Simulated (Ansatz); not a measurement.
# GaAs (F-43m): Sc in place of Ga

Aim: put Sc in place of Ga into a supercell of GaAs (F-43m) with 32 atoms, relax the atoms and find what it costs and how the neighbours respond.

Method: DFT PBE, scalar-relativistic, plane waves, PAW, in Ansatz 0.2.0.

### 1 Starting point

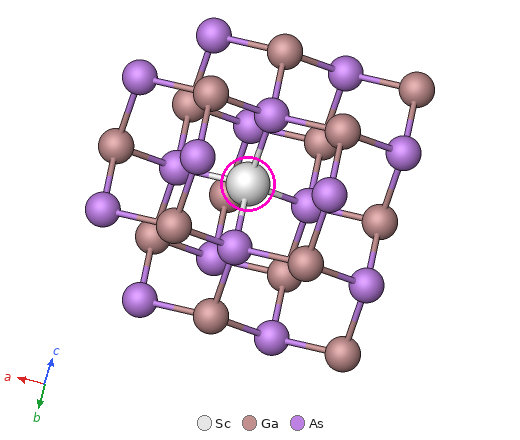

Start, viewed from a free direction; scandium white, gallium pink, arsenic purple. Each atom of the cell is drawn once, at one copy chosen for all pictures, so bonds across the cell's faces may be missing. Ringed: Sc1.

The coordinates of this cell stand in the input of its own run.

The host was relaxed before at PBE: a = 5.746 Å, b = 5.746 Å, c = 5.746 Å, α = 90.00°, β = 90.00°, γ = 90.00° (conventional cell), 23.714 Å³/atom.

Places, in fractions of the supercell: Sc in place of Ga at (0.250, 0.500, 0.250). The start keeps the symmetry of the ideal site.

Earlier runs gave the host's free energy in this supercell, -138237.745 eV.

### 2 Charge 0, atoms relaxed

File input.yaml:

```yaml
crystal:
  lattice:
    - [-5.7459815546, -5.7459815546, 5.7459815546]
    - [5.7459815546, 5.7459815546, 5.7459815546]
    - [-5.7459815546, 5.7459815546, -5.7459815546]
  atoms:
    - { symbol: Sc, position: [0.25, 0.5, 0.25] }
    - { symbol: Ga, position: [0.5, 0.5, 0.0] }
    - { symbol: Ga, position: [0.25, 0.75, 0.0] }
    - { symbol: Ga, position: [0.75, 0.5, 0.75] }
    - { symbol: Ga, position: [0.5, 0.75, 0.75] }
    - { symbol: Ga, position: [0.25, 0.0, 0.75] }
    - { symbol: Ga, position: [0.0, 0.5, 0.5] }
    - { symbol: Ga, position: [0.75, 0.75, 0.5] }
    - { symbol: Ga, position: [0.5, 0.0, 0.5] }
    - { symbol: Ga, position: [0.25, 0.25, 0.5] }
    - { symbol: Ga, position: [0.0, 0.75, 0.25] }
    - { symbol: Ga, position: [0.75, 0.0, 0.25] }
    - { symbol: Ga, position: [0.5, 0.25, 0.25] }
    - { symbol: Ga, position: [0.0, 0.0, 0.0] }
    - { symbol: Ga, position: [0.75, 0.25, 0.0] }
    - { symbol: Ga, position: [0.0, 0.25, 0.75] }
    - { symbol: As, position: [0.0, 0.25, 0.0] }
    - { symbol: As, position: [0.25, 0.25, 0.75] }
    - { symbol: As, position: [0.0, 0.5, 0.75] }
    - { symbol: As, position: [0.5, 0.25, 0.5] }
    - { symbol: As, position: [0.25, 0.5, 0.5] }
    - { symbol: As, position: [0.0, 0.75, 0.5] }
    - { symbol: As, position: [0.75, 0.25, 0.25] }
    - { symbol: As, position: [0.5, 0.5, 0.25] }
    - { symbol: As, position: [0.25, 0.75, 0.25] }
    - { symbol: As, position: [0.0, 0.0, 0.25] }
    - { symbol: As, position: [0.75, 0.5, 0.0] }
    - { symbol: As, position: [0.5, 0.75, 0.0] }
    - { symbol: As, position: [0.25, 0.0, 0.0] }
    - { symbol: As, position: [0.75, 0.75, 0.75] }
    - { symbol: As, position: [0.5, 0.0, 0.75] }
    - { symbol: As, position: [0.75, 0.0, 0.5] }
basis:
  ecutwfc: 420
  xc_grid: 2
kpoints:
  mp_grid: { grid: [3, 3, 3], shift: [0.0, 0.0, 0.0] }
hamiltonian:
  xc: pbe
scf:
  occupations: { method: gaussian, width: 0.05 }
output:
  forces: true
  stress: false
  eigenvalues: true
  write_density: true
  write_potential: true
  elf: true
  volumetric_format: npy
relax:
  adjacent_minimum: "off"
  f_tol: 0.03
  max_steps: 40
```

The run is started by

```sh
$ ansatz run input.yaml --threads 8 --pin off --max-ram 16384MiB --backend cpu --events-out ev --progress --plain --runs-dir out
```

The log of the run, shortened:

```text
Warning: RAYON_NUM_THREADS=8 ignored (pool sized by the plan → 8); use --threads N
[...]
Pseudopotentials: kind: paw
Pseudopotential: Sc, paw, valence charge 11, recommended cutoff 420 eV (normal), Sc.paw.azcp
Pseudopotential: Ga, paw, valence charge 13, recommended cutoff 420 eV (normal), Ga.paw.azcp
Pseudopotential: As, paw, valence charge 15, recommended cutoff 420 eV (normal), As.paw.azcp
Functional definition: PBE
[...]
Crystal: 32 atoms, lattice volume = 758.844 Å³
Basis set: ecut = 420 eV, 14771 PW (Γ), exchange–correlation on 144×144×144 points (8 copies of the dense FFT grid, shifted against one another)
Bands: 268, of which v1, the nominal top of the filled ones, is band 223 counted from 1 (222 counted from 0)
Symmetry: 24 space group operations
Space group: I-43m (ITA 217), of the structure as read, at distance tolerance 9.1e-5 Å
k-points: 4 of 27 (time reversal used)
[...]
SCF iter   1: F=—  HF=-136590.767412 eV  |F-HF|=—  |Δ(HF+E_count)|=         —  Δρ=2.01e-3  dr2=6.47e-2  ethr=1.77e-3  ⟨swp⟩=5.8  Hψ=4056  notcnv=0  defer=20
[...]
relax step   1: F+E_penalty+E_count = -136590.75352739 eV  Δ(F+E_penalty+E_count) = +0.000e0 eV  max|allowed force component| = 7.250e-1 eV/Å  Δτ_max = 0.0000 Å  (6 SCF iters, dr2 threshold 2.25e-5 eV, accepted)
[...]
relax step   3: F+E_penalty+E_count = -136591.05379597 eV  Δ(F+E_penalty+E_count) = -2.456e-2 eV  max|allowed force component| = 2.681e-2 eV/Å  Δτ_max = 0.0392 Å  (6 SCF iters, dr2 threshold 1.76e-6 eV, accepted)
[...]
relax step   4: F+E_penalty+E_count = -136591.05379619 eV  Δ(F+E_penalty+E_count) = -2.204e-7 eV  max|allowed force component| = 2.672e-2 eV/Å  Δτ_max = 0.0000 Å  (3 SCF iters, accepted)
SCF converged after 3 iterations
Free energy (F): -136591.053796 eV
[...]
E sigma→0 (E₀):  -136591.053796 eV
Fermi energy:    7.732428 eV
[...]
--- Forces (eV/Å), atoms counted from 1 ---
  atom   1  Sc    -0.00000000    -0.00000000    -0.00000000
  atom   2  Ga    -0.00708747    -0.00043175     0.00043175
  atom   3  Ga     0.00043175     0.00708747     0.00043175
  atom   4  Ga     0.00000000    -0.00000000    -0.00000000
  atom   5  Ga    -0.00043175     0.00043175    -0.00708747
  atom   6  Ga     0.00000000    -0.00000000     0.00000000
  atom   7  Ga    -0.00708747     0.00043175    -0.00043175
  atom   8  Ga    -0.00043175    -0.00708747     0.00043175
[...]
--- Band table (eV) ---
[...]
```

### 3 The log goes on: Sc_Ga, charge +0, atoms relaxed at the host's cell

The log, continued, shortened:

```text
[...]
--- Relaxed structure (4 steps of the walk, 4 accepted, 0 SCFs on fresh bases) ---
  F+E_penalty+E_count = -136591.05379619 eV   max|allowed force component| = 2.672e-2 eV/Å
  atoms:
    - { symbol: Sc, position: [0.25, 0.5, 0.25] }
    - { symbol: Ga, position: [0.5030644666644585, 0.5, -0.0012915649142211999] }
    - { symbol: Ga, position: [0.25, 0.7530644666644585, -0.0012915649142212215] }
    - { symbol: Ga, position: [0.75, 0.5, 0.75] }
    - { symbol: Ga, position: [0.5012915649142212, 0.7512915649142212, 0.7543560315786797] }
    - { symbol: Ga, position: [0.25, 0.0, 0.75] }
    - { symbol: Ga, position: [-0.0012915649142212003, 0.5, 0.5030644666644585] }
    - { symbol: Ga, position: [0.7543560315786797, 0.7512915649142212, 0.5012915649142212] }
    - { symbol: Ga, position: [0.5012915649142212, 0.004356031578679715, 0.5012915649142212] }
[...]
    - { symbol: As, position: [0.25, 0.5, 0.5113867635138385] }
    - { symbol: As, position: [0.002570675877067996, 0.7508629322526758, 0.5008629322526758] }
    - { symbol: As, position: [0.7517077436243922, 0.24913706774732422, 0.24999999999999997] }
    - { symbol: As, position: [0.5113867635138385, 0.5, 0.25] }
    - { symbol: As, position: [0.25, 0.7613867635138385, 0.25] }
    - { symbol: As, position: [-0.0008629322526757799, 0.0017077436243922162, 0.25] }
    - { symbol: As, position: [0.7517077436243922, 0.4999999999999999, -0.0008629322526757799] }
    - { symbol: As, position: [0.5008629322526758, 0.7508629322526758, 0.002570675877067996] }
    - { symbol: As, position: [0.25, 0.0017077436243922162, -0.0008629322526757799] }
    - { symbol: As, position: [0.7482922563756078, 0.7474293241229321, 0.7482922563756078] }
    - { symbol: As, position: [0.49742932412293195, -0.0017077436243922162, 0.7482922563756078] }
    - { symbol: As, position: [0.7482922563756078, -0.0017077436243922162, 0.49742932412293195] }
```

Wall time 84 s (8 threads of Arm Neoverse V1, shared host); peak memory 3.6 GiB.

Step by step:

```csv
step,energy from step 1 (eV/cell),largest force component (eV/Å)
1,0.0000,0.7250
2,-0.2757,0.1680
3,-0.3003,0.0268
4,-0.3003,0.0267
```

Step 1 is the start. Step 4 solves the same geometry again.

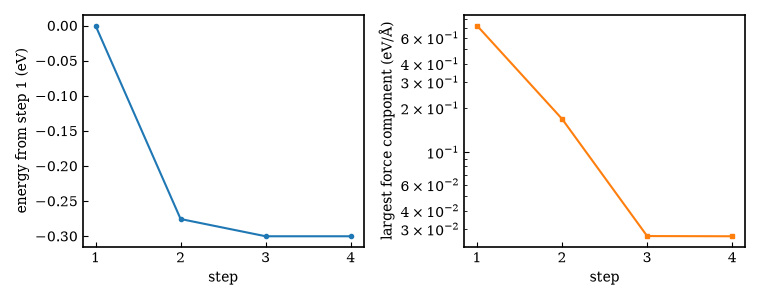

How energy and force went from step to step.

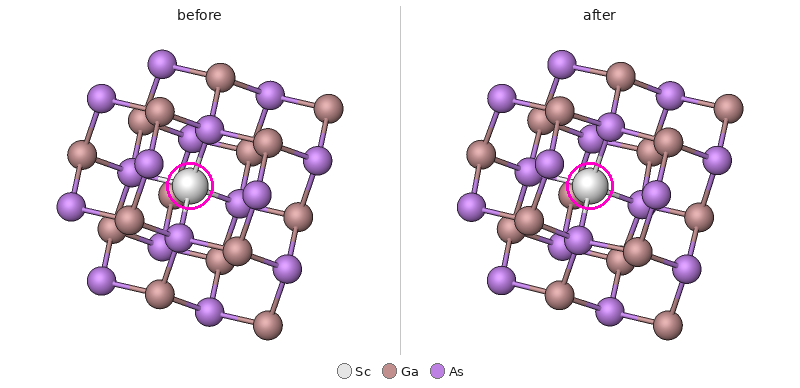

Before and after, at one scale. Each atom of the cell is drawn once, at one copy chosen for all pictures, so bonds across the cell's faces may be missing.

The largest move, 0.11 Å, is shared by several atoms, As25 among them.

Result: free energy -136591.054 eV, gap on the mesh 0.51 eV.

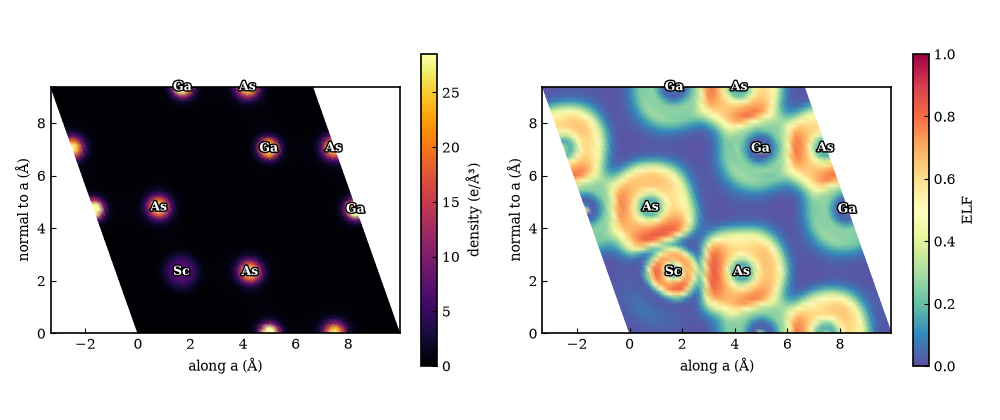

Density (left) and ELF (right) in a lattice plane of the grid's cell (edges 9.95 and 9.95 Å, at 0.500 of the third edge), which holds Sc and Ga and As. Only atoms in the plane are labelled; the density scale stops at 28.52 e/Å³. Both are smooth fields of the valence electrons: close to the nuclei they are not physical.

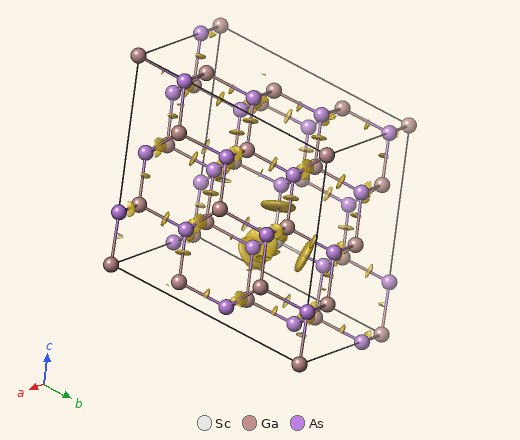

Surface of ELF = 0.76, drawn in one cell.

The highest ELF values outside the cores: 0.83 on the As–Sc line, 1.1 Å from As; 0.82 beside As, off the lines to its neighbours, 1.2 Å from As; 0.79 on the As–Ga line, 1.2 Å from As.

### 4 The neighbours

| state | neighbours of the first change (round the atom where it ends) | largest move from the ideal sites (Å) | cell moment (μB) | gap on the mesh (eV) |
| --- | --- | --- | --- | --- |
| ideal sites | 4 As at 2.49 Å |  | 0.00 |  |
| charge 0 | 4 As at 2.60 Å | 0.11 | 0.00 | 0.51 |

### 5 What came out

```
                 quantity     value
formation energy, neutral  -0.52 eV
    largest move, neutral    0.11 Å
```

What this shows: With atoms taken from and given to the elements' standard states, the neutral defect gains 0.52 eV; that is one limit of the chemical potentials, and it holds no correction for gases. A gain means that this limit lies outside the range in which the host is stable, or that the atom binds strongly. In the neutral cell the 4 nearest neighbours move out by 0.11 Å on average. A cell of 32 atoms is small: the defect feels its images, and no test of size was made.
